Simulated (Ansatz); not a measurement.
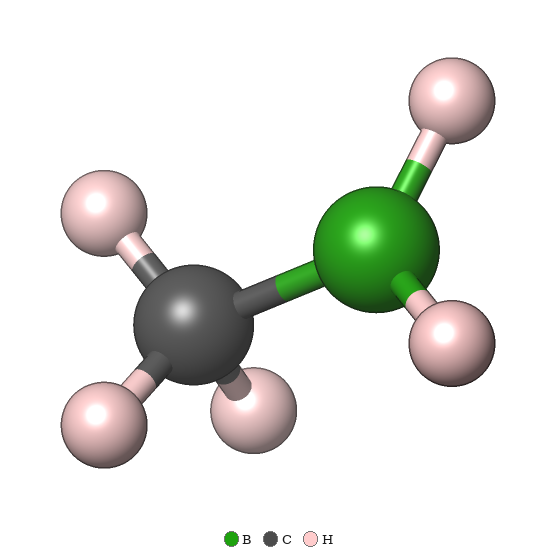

Rendered structure (ball-and-stick style).

The geometry was computed by an optimisation with PBE0-D4/def2-TZVP.

> Give the formula.

CH₅B, 7 atoms: 1 carbon, 5 hydrogen and 1 boron.

> How many bonds of each kind are drawn?

3 C–H, 2 B–H, 1 C–B. Sticks follow a distance rule.

> How many atoms are distinct by symmetry?

5: 1 B, 1 C, 2 H, 2 H, 1 H.

More results for the same structure follow; atom numbers are the same in all pictures, views and colours differ.

### Geometry

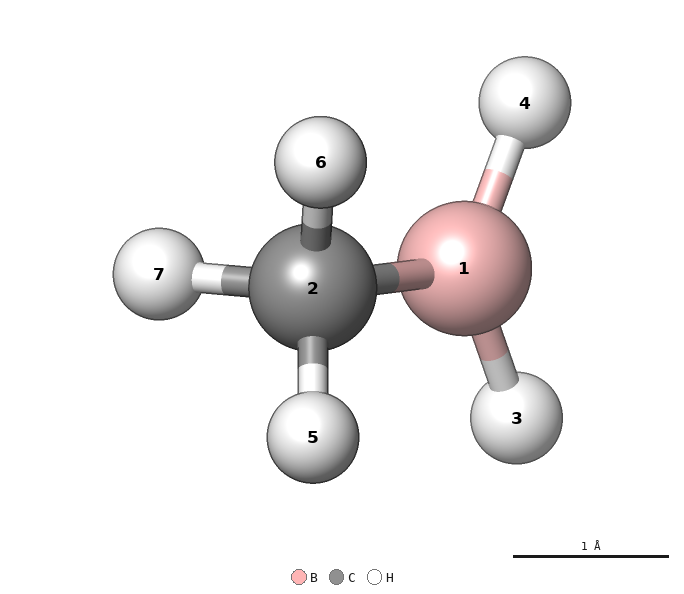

The atoms are numbered.

> Describe the coordination of atom 1.

B1 has 3 neighbours (C2 at 1.55, H3 at 1.20, H4 at 1.20 Å); the arrangement is trigonal planar.

> How are the neighbours of atom 2 arranged?

C2 has 4 neighbours (B1 at 1.55, H5 at 1.09, H6 at 1.09, H7 at 1.11 Å); the arrangement is tetrahedral.

### Electronic properties

Level of theory: RKS PBE0-D4/def2-TZVP (Ansatz 0.2.0).

What does the calculation give?

- dipole moment: 0.72 D
- harmonic zero-point energy: 145.9 kJ/mol
- dispersion correction: −4.8 kJ/mol

### Thermal motion

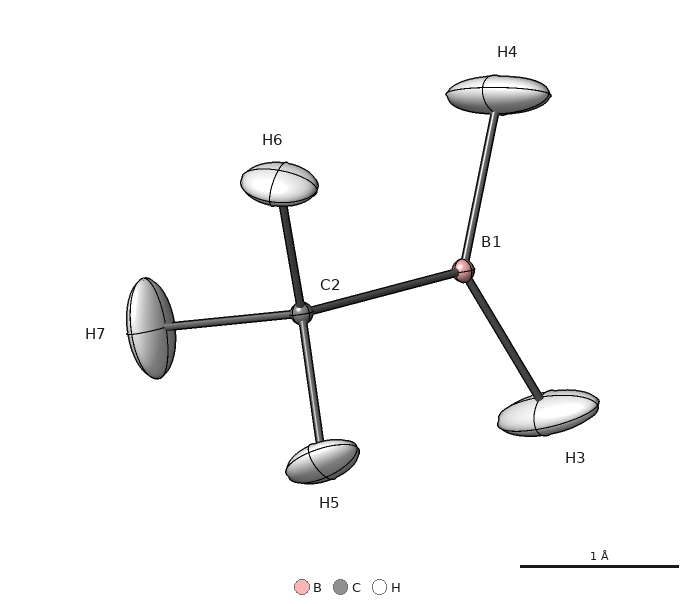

Displacement ellipsoids at the 50 % level, from the internal vibrations of the free molecule (harmonic, no overall translation or rotation; no half-axis is drawn under 0.075 Å). Vibrations computed with RKS PBE0-D4/def2-TZVP (Ansatz 0.2.0). Temperature: 200 K.

> Which atom moves most?

H3, H4, with U_eq = 0.0270 Å².

> Does H3 move more along its bond or across it?

Across it: the root-mean-square amplitude is 0.080 Å along the bond and up to 0.244 Å across, since bending and torsion are softer than stretching.

Give the displacement parameters, one line for each set of equivalent atoms.

```
  atom  U_eq (Å²)   rms amplitudes (Å)
    B1    0.00056  0.020, 0.020, 0.029
    C2    0.00052  0.020, 0.021, 0.026
H3, H4     0.0270  0.079, 0.123, 0.244
H5, H6     0.0154  0.072, 0.121, 0.163
    H7     0.0234  0.073, 0.146, 0.209
```

### Charges

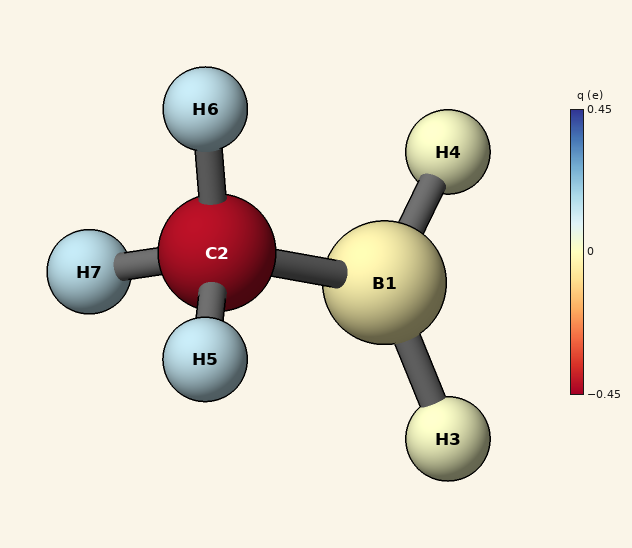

Atoms are coloured by their Mulliken charges. Properties computed with RKS PBE0-D4/def2-TZVP (Ansatz 0.2.0).

> Which atom carries the highest charge (most positive or least negative)?

H7 (0.15 e).

> And the lowest?

C2 (−0.42 e).

List the Mulliken charges.

```
atom  value (e)
  B1      −0.03
  C2      −0.42
  H3       0.01
  H4       0.01
  H5       0.14
  H6       0.14
  H7       0.15
```

Mulliken values depend strongly on the basis set and can even reverse the polarity of a bond.
